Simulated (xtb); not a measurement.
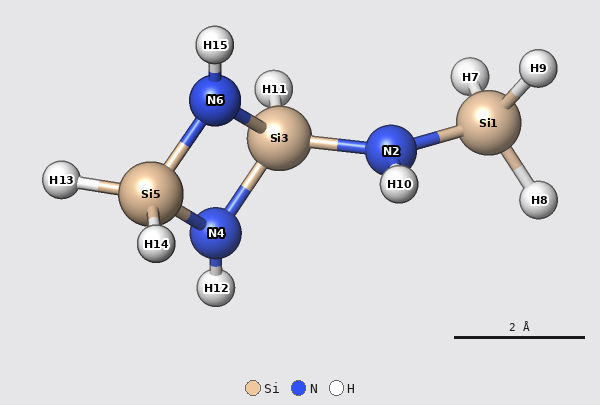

Fig. 1: The structure as given in the input (ball-and-stick view, seen at a tilt; atoms are numbered from 1 in the order of the input).

## Si3N3H9: molecular dynamics (part 1 of 2)

The run: molecular dynamics of Si3N3H9, SMILES [SiH3]N[SiH]1N[SiH2]N1. Method and program: GFN1-xTB (xtb 6.7.1).

The starting geometry was optimised with GFN1-xTB.

### The input (mol.xyz)
```
15

Si    -2.86961     0.42264    -0.58249
N     -1.14203     0.44950    -0.42650
Si     0.12268    -0.47825     0.38654
N      1.47661    -1.02784    -0.61524
Si     2.66082    -0.12382     0.32016
N      1.31985     0.45164     1.30303
H     -3.36791    -0.69943     0.18643
H     -3.24141     0.27502    -1.97913
H     -3.43618     1.66249    -0.07997
H     -0.71727     1.21368    -0.95355
H     -0.55627    -1.51252     1.12622
H      1.53606    -1.64964    -1.40251
H      3.61303    -0.94925     1.03444
H      3.35152     0.91178    -0.42191
H      1.25011     1.05398     2.10446
```

### File input.inp
```
$chrg 0
$spin 0
$md
   temp=200
   time=0.2
   step=0.25
   dump=20
   hmass=1
   shake=0
   nvt=false
$end
```

Hardware: 1 thread of Intel Xeon @ 2.50GHz (Skylake/Cascade Lake), 189 GiB of memory available, shared host.

Run as:
```bash
xtb mol.xyz --input input.inp --md --gfn 1 > xtb.out
```

### The program's output
```
* xtb version 6.7.1
   ID    Z sym.   atoms
    1   14 Si     1, 3, 5
    2    7 N      2, 4, 6
    3    1 H      7-15

           -------------------------------------------------
          |                Calculation Setup                |
           -------------------------------------------------

          program call               : xtb mol.xyz --input input.inp --md --gfn 1
          coordinate file            : mol.xyz
          omp threads                :                     1

           -------------------------------------------------
          |                 G F N 1 - x T B                 |
           -------------------------------------------------

      * Hamiltonian:
        H0-scaling (s, p, d)           1.850000    2.250000    2.000000
        zeta-weighting                 0.000000
      * Dispersion:
        s8                             2.400000
        a1                             0.630000
        a2                             5.000000
        s9                             0.000000
      * Repulsion:
        kExp                           1.500000
        rExp                           1.000000
      * Coulomb:
        alpha                          2.000000
        third order                    atomic
        anisotropic                    false
      * Halogen bond correction:
        rad-scale                      1.300000
        damping                        0.440000

          ...................................................
          :                      SETUP                      :
          :.................................................:
          :  # basis functions                  60          :
          :  # atomic orbitals                  57          :
          :  # shells                           33          :
          :  # electrons                        36          :
          :  # halogen bonds                     0          :
          :  max. iterations                   250          :
          :  Hamiltonian                  GFN1-xTB          :
          :  restarted?                      false          :
          :  GBSA solvation                  false          :
          :  PC potential                    false          :
          :  electronic temp.          300.0000000     K    :
          :  accuracy                    1.0000000          :
          :  -> integral cutoff          0.2500000E+02      :
          :  -> integral neglect         0.1000000E-07      :
          :  -> SCF convergence          0.1000000E-05 Eh   :
          :  -> wf. convergence          0.2000000E-04 e    :
          :  Broyden damping             0.4000000          :
          :  net charge                          0          :
          :  unpaired electrons                  0          :
          ...................................................

 iter      E             dE          RMSdq      gap      omega  full diag
   1    -20.3565943 -0.203566E+02  0.705E+00    5.26       0.0  T
   2    -20.3812647 -0.246704E-01  0.419E+00    5.69       1.0  T
   3    -20.3790977  0.216704E-02  0.602E-01    5.52       1.0  T
   4    -20.3833247 -0.422699E-02  0.199E-01    5.76       1.0  T
   5    -20.3836429 -0.318180E-03  0.735E-02    5.66       1.0  T
   6    -20.3837607 -0.117836E-03  0.310E-02    5.69       1.0  T
   7    -20.3837726 -0.118704E-04  0.954E-03    5.69       2.7  T
   8    -20.3837741 -0.155720E-05  0.189E-03    5.69      13.7  T
   9    -20.3837741 -0.960782E-08  0.812E-04    5.69      31.8  T
  10    -20.3837741 -0.864447E-08  0.623E-05    5.69     414.4  T
  11    -20.3837741 -0.357048E-10  0.259E-05    5.69     995.5  T

   *** convergence criteria satisfied after 11 iterations ***

         #    Occupation            Energy/Eh            Energy/eV
      -------------------------------------------------------------
         1        2.0000           -0.7195610             -19.5803
       ...           ...                  ...                  ...
        12        2.0000           -0.4499417             -12.2435
        13        2.0000           -0.4452593             -12.1161
        14        2.0000           -0.4386840             -11.9372
        15        2.0000           -0.4229609             -11.5094
        16        2.0000           -0.4109916             -11.1837
        17        2.0000           -0.3984940             -10.8436
        18        2.0000           -0.3865259             -10.5179 (HOMO)
        19                         -0.1775297              -4.8308 (LUMO)
        20                         -0.1763293              -4.7982
        21                         -0.1481457              -4.0313
        22                         -0.1444604              -3.9310
        23                         -0.1293744              -3.5205
       ...                                ...                  ...
        57                          2.0642012              56.1698
      -------------------------------------------------------------
                  HL-Gap            0.2089962 Eh            5.6871 eV
             Fermi-level           -0.2820278 Eh           -7.6744 eV

 SCC (total)                   0 d,  0 h,  0 min,  0.049 sec
 SCC setup                      ...        0 min,  0.000 sec (  0.757%)
 Dispersion                     ...        0 min,  0.000 sec (  0.239%)
 classical contributions        ...        0 min,  0.000 sec (  0.096%)
 integral evaluation            ...        0 min,  0.011 sec ( 23.309%)
 iterations                     ...        0 min,  0.013 sec ( 26.065%)
 molecular gradient             ...        0 min,  0.024 sec ( 48.405%)
 printout                       ...        0 min,  0.001 sec (  1.069%)

         :::::::::::::::::::::::::::::::::::::::::::::::::::::
         ::                     SUMMARY                     ::
         :::::::::::::::::::::::::::::::::::::::::::::::::::::
         :: total energy             -20.202175244451 Eh    ::
         :: gradient norm              0.000027215885 Eh/a0 ::
         :: HOMO-LUMO gap              5.687075831371 eV    ::
         ::.................................................::
         :: SCC energy               -20.383774149366 Eh    ::
         :: -> electrostatic           0.057527140366 Eh    ::
         :: repulsion energy           0.188182924278 Eh    ::
         :: dispersion energy         -0.006584019364 Eh    ::
         :: halogen bond corr.         0.000000000000 Eh    ::
         :: add. restraining           0.000000000000 Eh    ::
         :: total charge               0.000000000000 e     ::
         :::::::::::::::::::::::::::::::::::::::::::::::::::::

           -------------------------------------------------
          |                Property Printout                |
           -------------------------------------------------

    * Orbital Energies and Occupations

         #    Occupation            Energy/Eh            Energy/eV
      -------------------------------------------------------------
         1        2.0000           -0.7195610             -19.5803
       ...           ...                  ...                  ...
         6        2.0000           -0.5621080             -15.2957
         7        2.0000           -0.5111827             -13.9100
         8        2.0000           -0.4825451             -13.1307
         9        2.0000           -0.4685146             -12.7489
        10        2.0000           -0.4605606             -12.5325
        11        2.0000           -0.4579380             -12.4611
        12        2.0000           -0.4499417             -12.2435
        13        2.0000           -0.4452593             -12.1161
        14        2.0000           -0.4386840             -11.9372
        15        2.0000           -0.4229609             -11.5094
        16        2.0000           -0.4109916             -11.1837
        17        2.0000           -0.3984940             -10.8436
        18        2.0000           -0.3865259             -10.5179 (HOMO)
        19                         -0.1775297              -4.8308 (LUMO)
        20                         -0.1763293              -4.7982
        21                         -0.1481457              -4.0313
        22                         -0.1444604              -3.9310
        23                         -0.1293744              -3.5205
        24                         -0.1288971              -3.5075
        25                         -0.1126351              -3.0650
        26                         -0.0873064              -2.3757
        27                         -0.0704720              -1.9176
        28                         -0.0515369              -1.4024
        29                         -0.0433060              -1.1784
       ...                                ...                  ...
        57                          2.0642012              56.1698
      -------------------------------------------------------------
                  HL-Gap            0.2089962 Eh            5.6871 eV
             Fermi-level           -0.2820278 Eh           -7.6744 eV

  Mulliken/CM5 charges         n(s)   n(p)   n(d)
     1Si    0.28889  0.05659   1.217  1.838  0.656
     2N    -0.42301 -0.68930   1.458  3.965  0.000
     3Si    0.46544  0.45719   1.062  1.525  0.948
     4N    -0.44571 -0.71077   1.439  4.006  0.000
     5Si    0.37933  0.26442   1.137  1.654  0.830
     6N    -0.44590 -0.71100   1.440  4.006  0.000
     7H    -0.07508  0.01628   1.075  0.000  0.000
     8H    -0.08323  0.00644   1.083  0.000  0.000
     9H    -0.08321  0.00644   1.083  0.000  0.000
    10H     0.22367  0.42465   0.776  0.000  0.000
    11H    -0.04745  0.05134   1.047  0.000  0.000
    12H     0.19763  0.39538   0.802  0.000  0.000
    13H    -0.07370  0.01939   1.074  0.000  0.000
    14H    -0.07522  0.01766   1.075  0.000  0.000
    15H     0.19755  0.39530   0.802  0.000  0.000

Wiberg/Mayer (AO) data.
largest (>0.10) Wiberg bond orders for each atom

 ---------------------------------------------------------------------------
     #   Z sym  total        # sym  WBO       # sym  WBO       # sym  WBO
```
